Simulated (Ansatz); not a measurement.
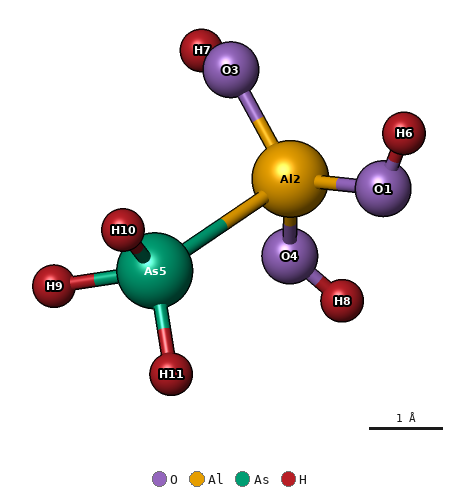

**Figure 1.** The structure (ball-and-stick view, seen at a tilt; atoms are numbered from 1 in the order of the input). Sticks mark near contacts.

## Two runs on AlAsH$_{6}$O$_{3}$

System: AlAsH$_{6}$O$_{3}$.
Method of run 1: RKS PBE0-D4/def2-TZVPP (Ansatz 0.2.0).

The geometry comes from this level: PBE0-D4/def2-TZVP. Text and figures count atoms from 1; the logs count them from 0 in places.

Input file, run 1:
```yaml
crystal:
  periodic: [false, false, false]
  atoms:
    - {symbol: O, position_ang: [-1.982956, -0.183211, 0.564510]}
    - {symbol: Al, position_ang: [-0.331100, -0.599111, 0.704707]}
    - {symbol: O, position_ang: [0.570244, 0.069031, 1.994146]}
    - {symbol: O, position_ang: [0.199059, -2.071686, 0.018120]}
    - {symbol: As, position_ang: [0.583793, 1.012734, -1.206818]}
    - {symbol: H, position_ang: [-2.407113, 0.365199, 1.221989]}
    - {symbol: H, position_ang: [1.320179, -0.396351, 2.360093]}
    - {symbol: H, position_ang: [-0.421753, -2.674846, -0.386454]}
    - {symbol: H, position_ang: [2.052228, 1.024275, -1.551091]}
    - {symbol: H, position_ang: [0.415453, 2.506204, -1.079930]}
    - {symbol: H, position_ang: [0.067268, 0.890763, -2.618672]}
basis:
  gaussian: {orbitals: def2-TZVPP}
hamiltonian: {xc: pbe0, dispersion: d4}
output: {orbitals: {seedname: orbitals}}
```

Command:
```bash
ansatz run in.yaml --threads 4 --pin off --events-out ev --progress --plain --max-ram 11315MiB
```

Hardware: 4 threads of Arm Neoverse V2, 23 GiB of memory available, shared host.

Output (run 1):
```
Functional definition: PBE0
  parameter a = 0.25
  parameter kappa = 0.804
  parameter beta = 0.06672455060314922
  exchange = (1 - a)*pbe_x(kappa = kappa, mu = beta*pi^2/3) + a*exact_x
  correlation = pbe_c(beta = beta)
1530 factors; their error is unknown
mean field evaluation 1: about -73652.6673 eV, gradient 9.7e1 eV
mean field evaluation 2: about -73613.3991 eV, gradient 1.7e2 eV
mean field evaluation 4: about -73667.5396 eV, gradient 2.7e0 eV
mean field evaluation 8: about -73667.5571 eV, gradient 3.5e-2 eV
mean field evaluation 16: about -73667.8283 eV, gradient 2.1e-4 eV
mean field -73667.82825024 eV, -2707.2427543488 hartree, gradient 2.8e-5 eV, S^2 0.000000; 0 other end points of the search recorded, 0 dependent functions left out
reference -73667.82828796 eV, -2707.2427557352 hartree; 38, 38 occupied and 229, 229 virtual orbitals, 1530 factors
Total energy: -73668.03013665 eV, -2707.2501735377 hartree
```

For run 2 the input was changed thus:
```diff
-  gaussian: {orbitals: def2-TZVPP}
+  gaussian: {orbitals: "def2-QZVPP.json"}
```

How does run 2 compare with run 1?

The total energy of run 2 is 44.4 kcal/mol lower, which measures the change of basis and not a stability. The HOMO goes from −7.98 to −8.05 eV. The LUMO goes from 0.05 to −0.30 eV. The basis functions go from 267 to 510. On the same kind of shared host run 2 took about 2.8 times as long.

Output (run 2):
```
Functional definition: PBE0
  parameter a = 0.25
  parameter kappa = 0.804
  parameter beta = 0.06672455060314922
  exchange = (1 - a)*pbe_x(kappa = kappa, mu = beta*pi^2/3) + a*exact_x
  correlation = pbe_c(beta = beta)
1887 factors; their error is unknown
mean field evaluation 1: about -73653.9405 eV, gradient 1.0e2 eV
mean field evaluation 2: about -73607.9010 eV, gradient 1.8e2 eV
mean field evaluation 4: about -73669.5867 eV, gradient 3.2e0 eV
mean field evaluation 8: about -73669.6066 eV, gradient 2.8e-1 eV
mean field evaluation 16: about -73669.7520 eV, gradient 4.6e-5 eV
mean field -73669.75197832 eV, -2707.3134500517 hartree, gradient 7.3e-5 eV, S^2 0.000000; 0 other end points of the search recorded, 0 dependent functions left out
reference -73669.75202798 eV, -2707.3134518769 hartree; 38, 38 occupied and 472, 472 virtual orbitals, 1887 factors
Total energy: -73669.95387667 eV, -2707.3208696794 hartree
```

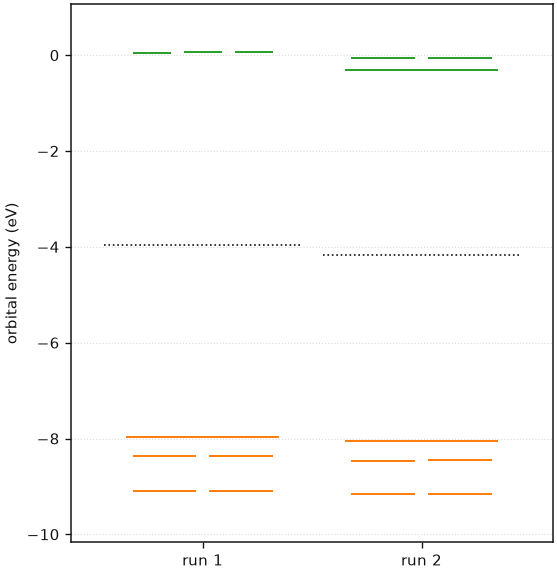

**Figure 2.** The five highest filled and three lowest empty orbital energies of the two runs; the dotted lines part filled from empty levels. The HOMO–LUMO gap is 8.02 eV in run 1 and 7.75 eV in run 2.

The two runs side by side:

```tsv
quantity	run 1	run 2
outcome	converged	converged
total energy (hartree)	−2707.250174	−2707.320870
HOMO (eV)	−7.98	−8.05
LUMO (eV)	0.05	−0.30
basis functions	267	510
wall time (shared host)	4.3 s	12 s
```
